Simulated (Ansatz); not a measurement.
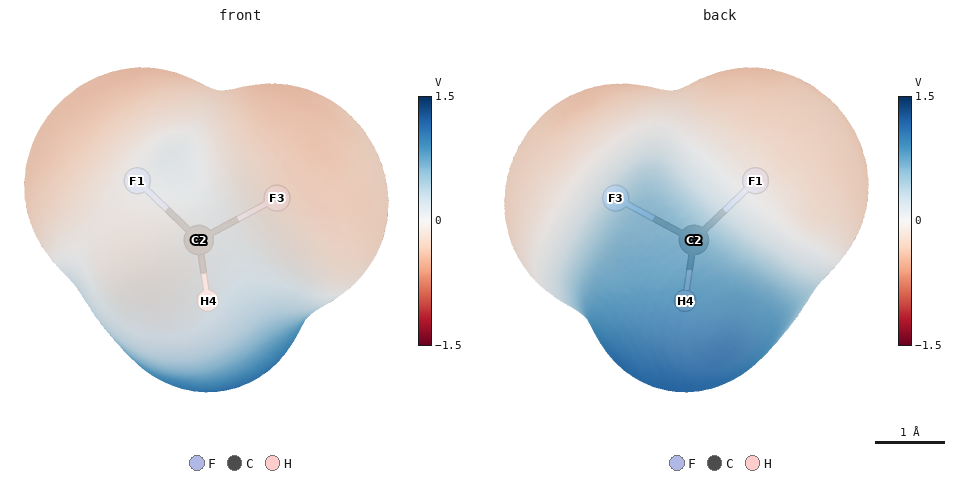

CHF2 (SMILES F[CH]F) (doublet). The molecular electrostatic potential painted on the density surface at 0.001 e/bohr³, seen from the front and from behind; red is negative and blue positive.

Theory: Ansatz 0.2.0, UKS PBE-D4/def2-TZVP.

Input

```
crystal:
  periodic: [false, false, false]
  atoms:
    - { symbol: F, position_ang: [-1.09164, 0.47844, 0.7669] }
    - { symbol: C, position_ang: [0.04447, 0.06835, 0.22048] }
    - { symbol: F, position_ang: [0.55839, -0.96009, 0.88068] }
    - { symbol: H, position_ang: [0.74094, 0.84463, -0.06218] }
magnetization:
  spin_polarized: true
  initial_magnetization: 1
basis:
  gaussian: { orbitals: def2-TZVP }
hamiltonian:
  xc: pbe
  dispersion: d4
relax:
  f_tol: 0.015
  max_steps: 40
output:
  orbitals: {}
```

Command:

```sh
ansatz run input.yaml --threads 2 --pin off --max-ram 3072MiB --backend cpu --events-out ev --progress --plain --runs-dir out
```

The fields are those of the relaxed geometry.

**Describe the electrostatic potential map.**

The most negative region (about −0.4 V) lies over F1 and F3, the most positive (about +1.2 V) over H4.
